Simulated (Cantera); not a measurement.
A closed system holds: 1 mol HgO, a varied amount of H2, at 973.15 K and 33.0 mbar.

Cantera equilibrium calculation (NASA polynomials, part measured and part estimated; ideal gas, pure solids and liquids). Candidate condensed phases: H2O, Hg, HgO; 10 gas species. Rates play no part.

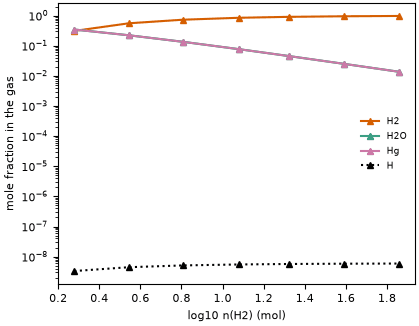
Equilibrium gas composition (values under 1e-9 drawn at 1e-9)

From 1.9 mol H2 to 72 mol H2 nothing is condensed. The main Hg-bearing gas is Hg throughout.
